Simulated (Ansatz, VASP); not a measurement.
## CaO (Lime): VASP beside Ansatz

Wanted: the spread between two codes on one cell, functional and k mesh. The cell is taken from a series of VASP runs on this material, whose earlier steps may have relaxed, scaled or displaced it; both programs get it as it stands. Valence electrons are named where the data sets of a main pair hold unlike numbers.

Program: Ansatz 0.2.0. Level of theory: plane waves, with VASP 6.6.1 beside it; band structure at PBE, dielectric response at LDA and single point at LDA. Results are calculated unless marked as measured.

## (1) The structure

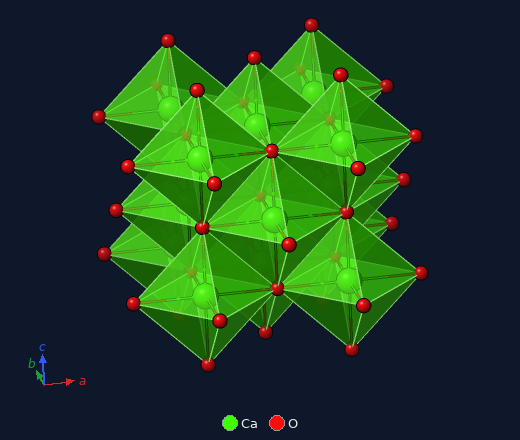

The cell as given, slightly off an axis (calcium green, oxygen red). This picture shows the conventional cell, with its axes. Some periodic images of atoms are drawn too.

As a file:

```cif
data_structure
_symmetry_space_group_name_H-M 'P 1'
_symmetry_Int_Tables_number 1
_cell_length_a 3.4033
_cell_length_b 3.4033
_cell_length_c 3.4033
_cell_angle_alpha 60.000
_cell_angle_beta 60.000
_cell_angle_gamma 60.000
_cell_volume 27.87
loop_
_atom_site_label
_atom_site_type_symbol
_atom_site_fract_x
_atom_site_fract_y
_atom_site_fract_z
_atom_site_occupancy
Ca1 Ca 0.00000 0.00000 0.00000 1
O2 O 0.50000 0.50000 0.50000 1
```

## (2) Ansatz: band structure, PBE

Ansatz runs on its default PAW (the set named soft_2) files.

Levels along a path test the potential and the projectors away from the mesh points.

input.yaml reads:

```yaml
crystal:
  lattice:
    - [0.0, 2.4065, 2.4065]
    - [2.4065, 0.0, 2.4065]
    - [2.4065, 2.4065, 0.0]
  atoms:
    - { symbol: Ca, position: [0.0, 0.0, 0.0] }
    - { symbol: O, position: [0.5, 0.5, 0.5] }
hamiltonian:
  xc: pbe
  pseudopotentials: { kind: paw }
kpoints:
  mp_grid: { grid: [8, 8, 8] }
  band_path:
    path:
      - [0.0, 0.0, 0.0]
      - [0.16667, 0.0, 0.16667]
      - [0.33333, 0.0, 0.33333]
      - [0.5, 0.0, 0.5]
      - [0.5, 0.08333, 0.58333]
      - [0.5, 0.19444, 0.69444]
      - [0.5, 0.25, 0.75]
      - [0.45833, 0.29167, 0.75]
      - [0.40278, 0.34722, 0.75]
      - [0.375, 0.375, 0.75]
      - [0.20833, 0.20833, 0.41667]
      - [0.08333, 0.08333, 0.16667]
      - [0.0, 0.0, 0.0]
      - [0.22222, 0.22222, 0.22222]
      - [0.38889, 0.38889, 0.38889]
      - [0.51389, 0.47222, 0.51389]
      - [0.55556, 0.38889, 0.55556]
      - [0.61111, 0.27778, 0.61111]
      - [0.61111, 0.25, 0.63889]
      - [0.56944, 0.25, 0.68056]
      - [0.51389, 0.25, 0.73611]
      - [0.5, 0.27778, 0.72222]
      - [0.5, 0.38889, 0.61111]
      - [0.5, 0.47222, 0.52778]
      - [0.48611, 0.48611, 0.52778]
      - [0.43056, 0.43056, 0.63889]
      - [0.38889, 0.38889, 0.72222]
      - [0.59722, 0.19444, 0.59722]
      - [0.55556, 0.11111, 0.55556]
      - [0.5, 0.0, 0.5]
    npoints: 1
scf:
  occupations: { method: gaussian, width: 0.03 }
  n_extra_bands: 7
output:
  forces: true
  stress: true
  eigenvalues: true
```

Started as:

```sh
$ ansatz run input.yaml --threads 2 --pin off --max-ram 4608MiB --backend cpu --events-out ev --progress --plain --runs-dir out
```

Numbers of over 12 decimals in the logs are rounded to 6 here.

Output:

```text
scf.n_extra_bands = 7 over 8 filled bands (N_el = 16.0): the run solves 15 bands
Engine: ansatz 0.2.0, aarch64-unknown-linux-gnu
Pseudopotentials: kind: paw
Pseudopotential: Ca, paw, valence charge 10, recommended cutoff 420 eV (normal), Ca.paw.azcp
Pseudopotential: O, paw, valence charge 6, recommended cutoff 420 eV (normal), O.paw.azcp
Functional definition: PBE
  parameter kappa = 0.804
  parameter beta = 0.066725
  exchange = pbe_x(kappa = kappa, mu = beta*pi^2/3)
  correlation = pbe_c(beta = beta)
Crystal: 2 atoms, lattice volume = 27.873 Å³
Basis set: ecut = 420 eV, 537 PW (Γ), exchange–correlation on 48×48×48 points (8 copies of the dense FFT grid, shifted against one another)
Bands: 15, of which v1, the nominal top of the filled ones, is band 8 counted from 1 (7 counted from 0)
Symmetry: 48 space group operations
Space group: Fm-3m (ITA 225), of the structure as read, at distance tolerance 3.0e-5 Å
k-points: 29 of 512
Non-local potential: Ca, projectors of the file, l = 0: 3, l = 1: 2, l = 2: 2
Non-local potential: O, projectors of the file, l = 0: 2, l = 1: 2, l = 2: 1
PAW form: soft (Blöchl's): semilocal exchange-correlation on the pseudo side does not see the compensation charge
PAW one-centre angular grid: Ca, 110 points (default); XC on 64 Gauss nodes
PAW one-centre angular grid: O, 110 points (default); XC on 64 Gauss nodes
Initial density: superposition of atomic densities (neutral atoms: chi_scale 0, normalization atom), corrected by the library's trained network
Initial wavefunctions: pseudopotential atomic-orbital guess
Functional: x = pbe(κ = 0.804, μ = 0.219515), c = pbe(β = 0.066725)
SCF iter   1: F=—  HF=-2387.721570 eV  |F-HF|=—  |Δ(HF+E_count)|=         —  Δρ=8.16e-4  dr2=1.33e-4  ethr=1.77e-3  ⟨swp⟩=7.8  Hψ=2923  notcnv=0  defer=2
preconditioner: auto → none  [insulator: Δε(μ)=3.654 eV  Ē_g=19.959 eV  σ=0.030 eV  W_gap=1.00  n_scr=8 (ndim 8)  ℏωp=26.3 eV  f_vac=0.000  D(μ)=0.00/eV (n_scr^D=0)  ε∞_Penn≈2.7]
SCF iter   2: F=—  HF=-2387.721707 eV  |F-HF|=—  |Δ(HF+E_count)|=   1.37e-4  Δρ=6.62e-4  dr2=1.23e-4  ethr=8.29e-7  ⟨swp⟩=2.1  Hψ=888  notcnv=0  defer=25
SCF iter   3: F=—  HF=-2387.721701 eV  |F-HF|=—  |Δ(HF+E_count)|=   5.60e-6  Δρ=4.04e-4  dr2=4.51e-5  ethr=7.69e-7  ⟨swp⟩=1.0  Hψ=400  notcnv=0  defer=25
SCF iter   4: F=—  HF=-2387.721716 eV  |F-HF|=—  |Δ(HF+E_count)|=   1.43e-5  Δρ=2.33e-4  dr2=8.99e-6  ethr=2.82e-7  ⟨swp⟩=1.0  Hψ=400  notcnv=0  defer=25
SCF iter   5: F=—  HF=-2387.721739 eV  |F-HF|=—  |Δ(HF+E_count)|=   2.35e-5  Δρ=2.20e-4  dr2=7.51e-6  ethr=5.62e-8  ⟨swp⟩=2.0  Hψ=515  notcnv=0  defer=25
SCF iter   6: F=—  HF=-2387.721762 eV  |F-HF|=—  |Δ(HF+E_count)|=   2.29e-5  Δρ=2.85e-4  dr2=2.18e-5  ethr=4.69e-8  ⟨swp⟩=2.2  Hψ=487  notcnv=0  defer=25  recentre
SCF iter   7: F=—  HF=-2387.721762 eV  |F-HF|=—  |Δ(HF+E_count)|=   3.31e-7  Δρ=1.98e-4  dr2=1.11e-5  ethr=4.69e-8  ⟨swp⟩=1.0  Hψ=400  notcnv=0  defer=25
SCF iter   8: F=—  HF=-2387.721762 eV  |F-HF|=—  |Δ(HF+E_count)|=   5.96e-7  Δρ=1.24e-4  dr2=4.60e-6  ethr=4.69e-8  ⟨swp⟩=1.0  Hψ=400  notcnv=0  defer=25
SCF iter   9: F=—  HF=-2387.721761 eV  |F-HF|=—  |Δ(HF+E_count)|=   7.81e-7  Δρ=6.46e-5  dr2=1.26e-6  ethr=2.87e-8  ⟨swp⟩=1.0  Hψ=400  notcnv=0  defer=25
SCF iter  10: F=-2387.721761 eV  HF=-2387.721761 eV  |F-HF|=3.90e-10  |Δ(HF+E_count)|=   2.93e-7  Δρ=1.12e-6  dr2=4.65e-10  ethr=6.25e-10  ⟨swp⟩=6.4  Hψ=1902  notcnv=0
SCF 1 converged in 10 iterations: F = -2387.721761 eV  dr2 = 4.65e-10
  greatest PAW one-centre occupation: 0.995 electrons in one spin orbital (limit 2), on the Ca atom at site 0 (counted from 0), in its partial waves of l = 0
NSCF: frozen V_eff on 30 k-points
SCF converged after 10 iterations
Free energy (F): -2387.721761 eV
Harris-Foulkes:  -2387.721761 eV  (|F-HF|=3.90e-10)
Internal energy: -2387.721761 eV  (E = F + TS)
E sigma→0 (E₀):  -2387.721761 eV
Fermi energy:    9.476755 eV
--- Per-component energies (eV) ---
  E_band       = -101.740909
  E_kinetic    = 456.074691
  E_local      = -893.739816  (includes V_loc(G=0)·N_el)
  E_nonlocal   = 111.485537
  E_hartree    = 296.406869
  E_xc         = -213.277656
  E_vxc        = -268.332579  (∫ρ·V_xc dr)
  E_paw        = -1016.293918  (= ΣΔE_a)
  E_vpaw       = -100.044664  (= ΣTr[D̂ρ^β])
  E_aug_tail   = 0.002430  (compensation charges beyond the density's cutoff)
  E_ewald      = -1128.379897
  E_smearing   = -0.000000  (= −TS)
  E_closure    = -0.000000  (closes the sum)
  Σ components = -2387.721761   (vs F -2387.721761, Δ=0.00e0)
--- Forces (eV/Å), atoms counted from 1 ---
  atom   1  Ca    -0.00000000     0.00000000    -0.00000000
  atom   2  O      0.00000000    -0.00000000    -0.00000000
  max |Σ_I F_I| component: 1.28e-29 eV/Å
--- Stress (GPa, compression-positive) ---
        1.199374       0.000000       0.000000
        0.000000       1.199374       0.000000
        0.000000       0.000000       1.199374
  P = ⅓ Tr σ = 1.1994 GPa (11.994 kbar)
--- Band table (eV; the first three rows and the last of 29) ---
  k-point 0: bands = [... 4 lower, -7.8595, 7.6489, 7.6489, 7.6489, 12.3462, 13.8763, 13.8763, 13.8763, ... 3 higher]
  k-point 1: bands = [... 4 lower, -7.6446, 7.1188, 7.4422, 7.4422, 13.0277, 13.8350, 14.1376, 14.1376, ... 3 higher]
  k-point 2: bands = [... 4 lower, -7.2061, 6.1278, 6.9986, 6.9986, 13.8988, 14.4838, 14.8233, 14.8233, ... 3 higher]
  k-point 28: bands = [... 4 lower, -7.2473, 6.3783, 6.5944, 6.5944, 13.9581, 13.9581, 16.0110, 17.1625, ... 3 higher]
```

It took 1.4 s on 2 threads of Arm Neoverse N1, shared host; peak memory 0.26 GiB; 2.2 s of CPU time.

Reading the cycles: dr2 is the Hartree energy of the density residual (eV), the measure of convergence; HF is the Harris–Foulkes estimate of the energy, which meets the free energy F at convergence.

## (3) VASP: band structure, PBE

The same cell, functional, mesh and smearing now go to VASP, with its own data sets.

Lines of VASP's logs that name or quote its potential files are left out, and so is its time.

INCAR reads:

```
SYSTEM = CaO
PREC = Accurate
ENCUT = 460
EDIFF = 1E-06
NELM = 100
ISMEAR = 0
SIGMA = 0.03
LREAL = .FALSE.
ALGO = Normal
GGA = PE
NBANDS = 20
LORBIT = 11
LWAVE = .FALSE.
LCHARG = .FALSE.
KPAR = 4
```

POSCAR reads:

```
CaO
1.0
    0.0000000000      2.4065000000      2.4065000000
    2.4065000000      0.0000000000      2.4065000000
    2.4065000000      2.4065000000      0.0000000000
Ca O
1 1
Direct
    0.0000000000      0.0000000000      0.0000000000
    0.5000000000      0.5000000000      0.5000000000
```

KPOINTS reads:

```
Automatic mesh
0
Gamma
8 8 8
0 0 0
```

KPOINTS_OPT reads:

```
Line mode
10
Line-mode
Reciprocal
  0.00000000   0.00000000   0.00000000 GAMMA
  0.50000000   0.00000000   0.50000000 X

  0.50000000   0.00000000   0.50000000 X
  0.50000000   0.25000000   0.75000000 W

  0.50000000   0.25000000   0.75000000 W
  0.37500000   0.37500000   0.75000000 K

  0.37500000   0.37500000   0.75000000 K
  0.00000000   0.00000000   0.00000000 GAMMA

  0.00000000   0.00000000   0.00000000 GAMMA
  0.50000000   0.50000000   0.50000000 L

  0.50000000   0.50000000   0.50000000 L
  0.62500000   0.25000000   0.62500000 U

  0.62500000   0.25000000   0.62500000 U
  0.50000000   0.25000000   0.75000000 W

  0.50000000   0.25000000   0.75000000 W
  0.50000000   0.50000000   0.50000000 L

  0.50000000   0.50000000   0.50000000 L
  0.37500000   0.37500000   0.75000000 K

  0.62500000   0.25000000   0.62500000 U
  0.50000000   0.00000000   0.50000000 X
```

PAW data sets: Ca_sv and O (PBE family, release 64).

Started as:

```sh
$ mpirun -np 4 vasp_std
```

Output:

```text
[banner, memory and clock lines left out]
running    4 mpi-ranks, on    1 nodes
 distrk:  each k-point on    1 cores,    4 groups
 distr:  one band on    1 cores,    1 groups

 POSCAR found type information on POSCAR CaO
 POSCAR found :  2 types and       2 ions
 LDA part: xc-table for (Slater+PW92), standard interpolation
 POSCAR, INCAR and KPOINTS ok, starting setup
 FFT: planning ... GRIDC
 FFT: planning ... GRID_SOFT
 FFT: planning ... GRID
 WAVECAR not read
 entering main loop
       N       E                     dE             d eps       ncg     rms          rms(c)
DAV:   1     0.120331477676E+03    0.12033E+03   -0.71819E+03  1160   0.750E+02
DAV:   2    -0.100462574053E+02   -0.13038E+03   -0.12147E+03  1256   0.235E+02
DAV:   3    -0.144203662295E+02   -0.43741E+01   -0.43344E+01  1536   0.434E+01
DAV:   4    -0.145108040819E+02   -0.90438E-01   -0.90370E-01  1424   0.565E+00
DAV:   5    -0.145128826862E+02   -0.20786E-02   -0.20785E-02  1464   0.733E-01    0.855E+00
DAV:   6    -0.128855847730E+02    0.16273E+01   -0.29495E+00  1284   0.164E+01    0.360E+00
DAV:   7    -0.128092555546E+02    0.76329E-01   -0.29413E-01  1360   0.464E+00    0.183E+00
DAV:   8    -0.128072276152E+02    0.20279E-02   -0.89937E-02  1516   0.243E+00    0.532E-01
DAV:   9    -0.128048865415E+02    0.23411E-02   -0.44673E-03  1340   0.473E-01    0.118E-01
DAV:  10    -0.128055590364E+02   -0.67249E-03   -0.63215E-04  1304   0.186E-01    0.581E-02
DAV:  11    -0.128055280843E+02    0.30952E-04   -0.33723E-05  1540   0.660E-02    0.673E-03
DAV:  12    -0.128055287978E+02   -0.71349E-06   -0.78727E-06  1296   0.194E-02
   1 F= -.12805529E+02 E0= -.12805529E+02  d E =-.164012E-35
 Start KPOINTS_OPT (optional k-point list driver)
k-point batch [1-29\100]
       N       E                     dE             ncg
DAV:   1    -0.170361430490E+04   -0.17767E+05     1160
DAV:   2    -0.526023327226E+04   -0.35566E+04     1308
DAV:   3    -0.538091848299E+04   -0.12069E+03     1484
DAV:   4    -0.538301702299E+04   -0.20985E+01     1360
DAV:   5    -0.538306222195E+04   -0.45199E-01     1476
DAV:   6    -0.538306345799E+04   -0.12360E-02     1352
DAV:   7    -0.538306349469E+04   -0.36696E-04     1452
DAV:   8    -0.538306349572E+04   -0.10324E-05      976
DAV:   9    -0.538306349579E+04   -0.72500E-07      860
[...]
k-point batch [88-100\100]
       N       E                     dE             ncg
DAV:   1     0.859600903645E+04   -0.90789E+04      520
DAV:   2     0.701248357299E+04   -0.15835E+04      588
DAV:   3     0.696013220660E+04   -0.52351E+02      696
DAV:   4     0.695944637315E+04   -0.68583E+00      588
DAV:   5     0.695943422785E+04   -0.12145E-01      700
DAV:   6     0.695943394634E+04   -0.28151E-03      568
DAV:   7     0.695943393941E+04   -0.69224E-05      696
DAV:   8     0.695943393927E+04   -0.14343E-06      376
```

OUTCAR, selected parts (step 3):

```text
ion  position               nearest neighbor table
   1  0.000  0.000  0.000-   2 2.41   2 2.41   2 2.41   2 2.41   2 2.41   2 2.41
   2  0.500  0.500  0.500-   1 2.41   1 2.41   1 2.41   1 2.41   1 2.41   1 2.41

  LATTYP: Found a face centered cubic cell.
 ALAT       =     4.8130000000

 Subroutine GETGRP returns: Found 48 space group operations
 (whereof 48 operations were pure point group operations)

The static configuration has the point symmetry O_h .

 Found     29 irreducible k-points:

   k-points           NKPTS =     29   k-points in BZ     NKDIM =     29   number of bands    NBANDS=     20

   dimension x,y,z NGX =    24 NGY =   24 NGZ =   24
   dimension x,y,z NGXF=    48 NGYF=   48 NGZF=   48

   ENCUT  =  460.0 eV  33.81 Ry    5.81 a.u.   5.95  5.95  5.95*2*pi/ulx,y,z

   NELECT =      16.0000    total number of electrons

 k-points in reciprocal lattice and weights: Automatic mesh
   0.00000000  0.00000000  0.00000000       0.002
   0.12500000  0.00000000  0.00000000       0.016
   0.25000000  0.00000000  0.00000000       0.016
   0.37500000  0.00000000  0.00000000       0.016
   0.50000000  0.00000000  0.00000000       0.008
   0.12500000  0.12500000  0.00000000       0.012
   0.25000000  0.12500000  0.00000000       0.047
   0.37500000  0.12500000  0.00000000       0.047
   0.50000000  0.12500000  0.00000000       0.047
[...]
-0.37500000  0.50000000  0.12500000       0.023
  -0.25000000  0.50000000  0.25000000       0.012

 average (electrostatic) potential at core
       1 -44.0292       2 -70.2387

 E-fermi :   2.5824

 k-point     1 :       0.0000    0.0000    0.0000
  band No.  band energies     occupation
    ...
      4     -16.0941      2.00000
      5     -13.1959      2.00000
      6       2.3258      2.00000
      7       2.3258      2.00000
      8       2.3258      2.00000
      9       7.0055      0.00000
     10       8.5413      0.00000
     11       8.5413      0.00000
     12       8.5413      0.00000
     13      10.0396      0.00000
    ...

 k-point     2 :       0.1250    0.0000    0.0000
  band No.  band energies     occupation
    ...
      4     -16.1020      2.00000
      5     -12.9787      2.00000
      6       1.7926      2.00000
      7       2.1166      2.00000
      8       2.1166      2.00000
      9       7.6883      0.00000
     10       8.5020      0.00000
     11       8.8042      0.00000
     12       8.8042      0.00000
     13      10.4046      0.00000
    ...

 k-point     3 :       0.2500    0.0000    0.0000
  band No.  band energies     occupation
    ...
      4     -16.1209      2.00000
      5     -12.5356      2.00000
      6       0.7961      2.00000
      7       1.6690      2.00000
      8       1.6690      2.00000
      9       8.5681      0.00000
     10       9.1468      0.00000
     11       9.4934      0.00000
     12       9.4934      0.00000
     13      11.2833      0.00000
    ...

  Total        0.2106730      0.2106730      0.2106730      0.0000000      0.0000000      0.0000000
  in kB       12.1096551     12.1096551     12.1096551      0.0000000      0.0000000      0.0000000
  external PRESSURE =      12.1096551 kB  Pullay stress =       0.0000000 kB

  energy-cutoff  :      460.00
  volume of cell :       27.87
      direct lattice vectors                 reciprocal lattice vectors
     0.000000000  2.406500000  2.406500000    -0.207770621  0.207770621  0.207770621
     2.406500000  0.000000000  2.406500000     0.207770621 -0.207770621  0.207770621
     2.406500000  2.406500000  0.000000000     0.207770621  0.207770621 -0.207770621

 POSITION                                       TOTAL-FORCE (eV/Angst)
 -----------------------------------------------------------------------------------
      0.00000      0.00000      0.00000         0.000000     -0.000000      0.000000
      2.40650      2.40650      2.40650        -0.000000      0.000000     -0.000000
 -----------------------------------------------------------------------------------
    total drift:                                0.000000     -0.000000     -0.000000

  FREE ENERGIE OF THE ION-ELECTRON SYSTEM (eV)
  ---------------------------------------------------
  free  energy   TOTEN  =       -12.8055287978 eV

  energy  without entropy=      -12.8055287978  energy(sigma->0) =      -12.80552880

 total charge
# of ion       s       p       d       tot
------------------------------------------
    1        2.041   5.880   0.299   8.220
    2        1.557   3.453   0.000   5.010
--------------------------------------------------
tot          3.598   9.333   0.299  13.230

[... 3 further parts left out ...]
```

The run ends at a pressure of 1.21 GPa.

## (4) Comparison

Known differences besides the potentials themselves: the cutoff is 420 eV in Ansatz and 460 eV in VASP; VASP leaves aspherical gradient terms in its spheres out (LASPH is not set), Ansatz keeps them. Total energies have different zeros and are not compared.

Both answers:

```
                                        quantity  Ansatz   VASP  difference
                                  pressure (GPa)    1.20   1.21       -0.01
pressure without Ansatz's Pulay correction (GPa)    0.79   1.21       -0.42
                   gap over the path points (eV)   3.656  3.638      +0.018
```

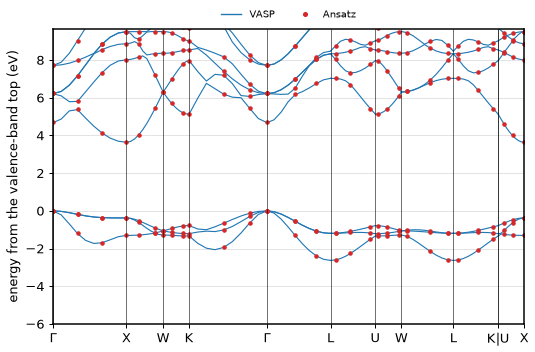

Bands from VASP (lines) and levels from Ansatz (dots). Dots without a line are higher empty bands that the VASP plot leaves out.

Levels at points of the path, from each program's valence-band top (eV; 3 filled, then empty):

```
k (reciprocal lattice)                            Ansatz                              VASP
     0.000 0.000 0.000     0.00 0.00 0.00 4.70 6.23 6.23     0.00 0.00 0.00 4.68 6.22 6.22
     0.167 0.000 0.167  -1.20 -0.18 -0.18 5.38 5.82 7.17  -1.20 -0.19 -0.19 5.37 5.81 7.17
     0.333 0.000 0.333  -1.69 -0.36 -0.36 4.15 7.34 8.56  -1.69 -0.36 -0.36 4.13 7.33 8.55
     0.500 0.000 0.500  -1.30 -0.37 -0.37 3.66 8.02 8.88  -1.30 -0.38 -0.38 3.64 8.02 8.87
     0.500 0.083 0.583  -1.28 -0.61 -0.52 4.04 8.16 8.86  -1.28 -0.62 -0.52 4.03 8.16 8.86
     0.500 0.194 0.694  -1.17 -1.17 -0.90 5.43 7.21 8.34  -1.18 -1.17 -0.90 5.43 7.21 8.34
     0.500 0.250 0.750  -1.27 -1.05 -1.05 6.31 6.31 8.36  -1.28 -1.06 -1.06 6.30 6.30 8.36
     0.458 0.292 0.750  -1.29 -1.14 -0.93 5.70 7.00 8.39  -1.30 -1.14 -0.94 5.69 6.99 8.39
     0.403 0.347 0.750  -1.32 -1.20 -0.80 5.21 7.81 8.51  -1.33 -1.20 -0.80 5.19 7.81 8.51
     0.375 0.375 0.750  -1.33 -1.21 -0.78 5.14 7.98 8.54  -1.33 -1.21 -0.78 5.13 7.97 8.53
```

Among the levels compared at these points, filled levels agree within 13 meV and empty ones within 18 meV. Ansatz's pressure holds a Pulay correction of 0.41 GPa; VASP's holds none.

## (5) Ansatz: dielectric response, LDA

The response to a field tests empty states and converges slowly with the mesh.

The cell is taken from a series of VASP runs on this material, whose earlier steps may have relaxed, scaled or displaced it; both programs get it as it stands.

input.yaml reads:

```yaml
crystal:
  lattice:
    - [0.0, 2.4065, 2.4065]
    - [2.4065, 0.0, 2.4065]
    - [2.4065, 2.4065, 0.0]
  atoms:
    - { symbol: Ca, position: [0.0, 0.0, 0.0] }
    - { symbol: O, position: [0.5, 0.5, 0.5] }
hamiltonian:
  xc: lda
  pseudopotentials: { kind: paw }
kpoints:
  mp_grid: { grid: [10, 10, 10] }
scf:
  occupations: { method: fixed }
dielectric:
  method: response
```

Started as:

```sh
$ ansatz run input.yaml --threads 2 --pin off --max-ram 4608MiB --backend cpu --events-out ev --progress --plain --runs-dir out
```

Output:

```text
[...]
Crystal: 2 atoms, lattice volume = 27.873 Å³
Basis set: ecut = 420 eV, 537 PW (Γ), exchange–correlation on 48×48×48 points (8 copies of the dense FFT grid, shifted against one another)
Bands: 12, of which v1, the nominal top of the filled ones, is band 8 counted from 1 (7 counted from 0)
Symmetry: 48 space group operations
k-points: 102 of 1000 (irreducible under 8 space group operations, time reversal used)
[...]
Born effective charges Z* (e; rows j = field, columns β = displacement):
    site 0:
         2.35070    0.00000    0.00000
         0.00000    2.35070   -0.00000
         0.00000    0.00000    2.35070
    site 1:
        -2.35070   -0.00000   -0.00000
         0.00000   -2.35070    0.00000
         0.00000   -0.00000   -2.35070
  Z* charge neutrality: 1.651e-5 e pre-enforcement
  k-mesh period / interband length: 34.0 Å / 1.43 Å = 23.75 at k = (0.0000, 0.0000, 0.0000), direct gap 4.532 eV — 14 or more, which is no proof of convergence
[key lines of the parts left out:]
SCF converged after 8 iterations
Free energy (F): -2331.595996 eV
Fermi energy:    7.239627 eV
```

It took 7.8 s on 2 threads; peak memory 0.34 GiB.

(Continued in part 2 of 2.)

[Lines on the potential files, build, host, timing and source positions are cut from VASP's logs without a mark.]

[Logs are printed without paths, hosts, clocks, repeated set-up lines and the standing remarks that a program may print on its own settings, such as how far it seeks lower states.]

[Hosts, paths, dates, database ids (printed as entryN), source tags and the programs' standing remarks are cut or masked in the printed files.]
